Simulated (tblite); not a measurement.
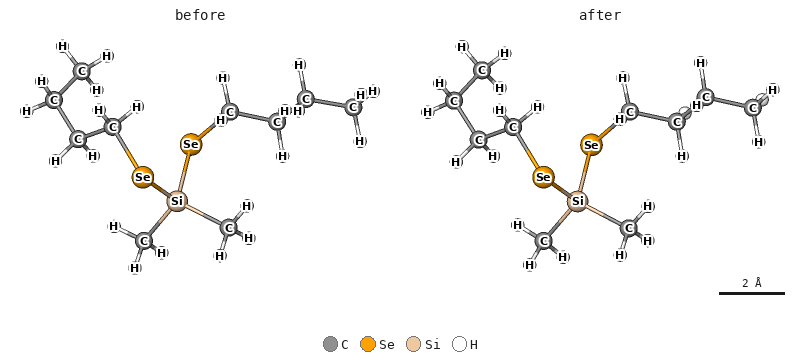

The structure of C10H24Se2Si before (left) and after (right) a relaxation, at one scale.

A ball-and-stick model, seen at a tilt.

Computed with tblite 0.8.0, GFN2-xTB geometry optimisation, gas phase. 

### Summarise the run.

After 80 geometry steps the energy has fallen by 3.41 kJ/mol. An H atom moves most after the best rigid fit: 0.21 Å. Largest moves by element: H 0.21 Å, C 0.07 Å, Se 0.03 Å, Si 0.02 Å. Some distances before and after: C–C 1.514 → 1.528 Å, C–Si 1.894 → 1.907 Å, C–H 1.105 → 1.092 Å, C–H 1.074 → 1.085 Å.
